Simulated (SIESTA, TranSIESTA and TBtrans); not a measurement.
Junction: Ir chain with one O atom inserted. Leads: straight Ir chain, spacing 2.3 Å. Geometry: 3 atoms about the centre moved by SIESTA (PBE, DZP) to a largest force of 0.02 eV/Å, all others as built, motion along the axis alone. Transport runs along z; the first 6 and the last 6 of the 21 atoms are the lead cells, repeated to infinity.

```xyz
21
Lattice="9.000 0.000 0.000 0.000 9.000 0.000 0.000 0.000 47.300" Properties=species:S:1:pos:R:3 pbc="F F T"
Ir     4.500     4.500     0.000
Ir     4.500     4.500     2.300
Ir     4.500     4.500     4.600
Ir     4.500     4.500     6.900
Ir     4.500     4.500     9.200
Ir     4.500     4.500    11.500
Ir     4.500     4.500    13.800
Ir     4.500     4.500    16.100
Ir     4.500     4.500    18.400
Ir     4.500     4.500    20.637
O      4.500     4.500    22.503
Ir     4.500     4.500    24.363
Ir     4.500     4.500    26.600
Ir     4.500     4.500    28.900
Ir     4.500     4.500    31.200
Ir     4.500     4.500    33.500
Ir     4.500     4.500    35.800
Ir     4.500     4.500    38.100
Ir     4.500     4.500    40.400
Ir     4.500     4.500    42.700
Ir     4.500     4.500    45.000
```
Starting moments (μB): atom 7 +1, atom 8 +1, atom 9 +1, atom 10 +1, atom 11 +0.5, atom 12 +1, atom 13 +1, atom 14 +1, atom 15 +1; lead atoms +1 (left) and +1 (right).

TranSIESTA and TBtrans, PBE, DZP numerical orbitals (energy shift 0.15 eV), PseudoDojo norm-conserving scalar-relativistic potentials, mesh cutoff 200 Ry, 300 K, spin-polarised (collinear), no spin-orbit coupling; self-consistent non-equilibrium Green functions.

Energies count from the leads' Fermi level. Transmissions are for each spin. The energy step is 0.01 eV; narrower resonances are cut or missed.

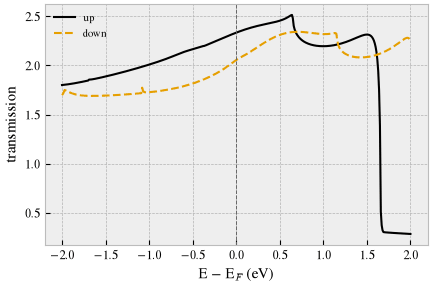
Fig. 1. Transmission against energy

```
E (eV)  T up  T down  lead channels up  down
------  ----  ------  ----------------  ----
-2.00   1.80    1.70                 4     3
-1.80   1.83    1.70                 4     4
-1.60   1.87    1.69                 6     4
-1.40   1.91    1.70                 6     4
-1.20   1.96    1.71                 6     4
-1.00   2.01    1.73                 6     6
-0.80   2.07    1.75                 6     6
-0.60   2.14    1.79                 6     6
-0.40   2.19    1.85         band edge     6
-0.20   2.26    1.93                 4     6
0.00    2.33    2.06                 4     6
0.20    2.39    2.16                 4     6
0.40    2.43    2.27                 4     4
0.60    2.50    2.33                 4     4
0.80    2.23    2.34                 3     4
1.00    2.20    2.32                 3     4
1.20    2.22    2.16                 3     3
1.40    2.29    2.08                 3     3
1.60    2.19    2.11                 3     3
1.80    0.30    2.19                 1     3
2.00    0.29    2.25                 1     3
```

The magnetic order of the leads was set by the start, and no other order was tried; the separate lead runs end at 0.77 (left) and 0.77 (right) μB an atom. The straight chain is held at its spacing; free chains may zigzag or dimerise. Spin-orbit coupling, left out here, matters for the heavy atoms.
